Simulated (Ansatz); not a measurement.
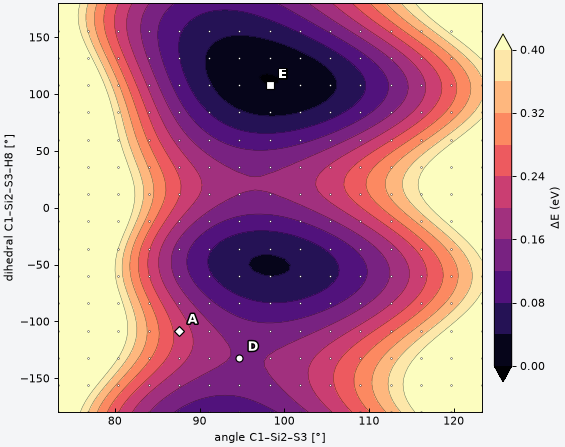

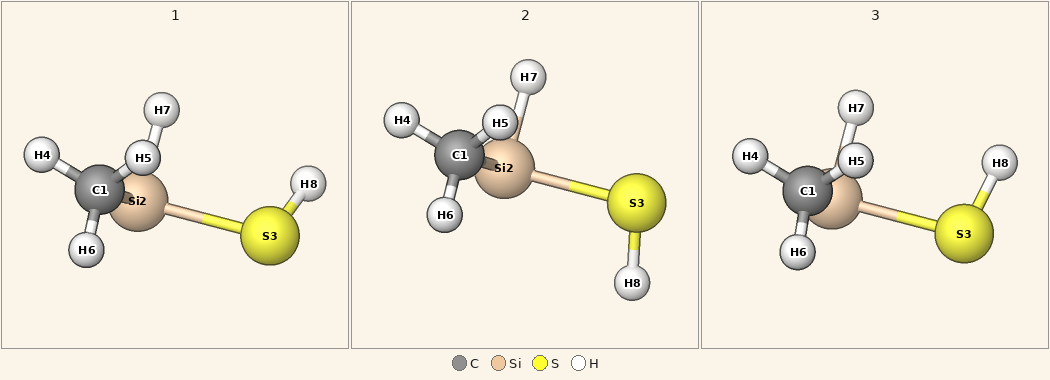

CH5SSi, SMILES C[SiH-]S, charge −1. The first coordinate is: angle C1–Si2–S3; the second: dihedral C1–Si2–S3–H8. Nothing is relaxed (all other coordinates rigid). The scan uses a 15 × 15 grid. All energies are given in eV relative to the lowest grid point. Theory: Ansatz 0.2.0, RKS PBE-D4/def2-SVPD.

Drawn: filled contours, dots at the grid points, one colour for all values above the top of the scale, lettered points. Between grid points the surface is interpolated. The numbered pictures are the structures at these points, in random order.

> Which structure belongs to which point?

A is structure 3: angle C1–Si2–S3 = 87.6°, dihedral C1–Si2–S3–H8 = −108°, 0.225 eV; D is structure 1: angle C1–Si2–S3 = 94.7°, dihedral C1–Si2–S3–H8 = −132°, 0.157 eV; E is structure 2: angle C1–Si2–S3 = 98.3°, dihedral C1–Si2–S3–H8 = 108°, 0.000 eV.
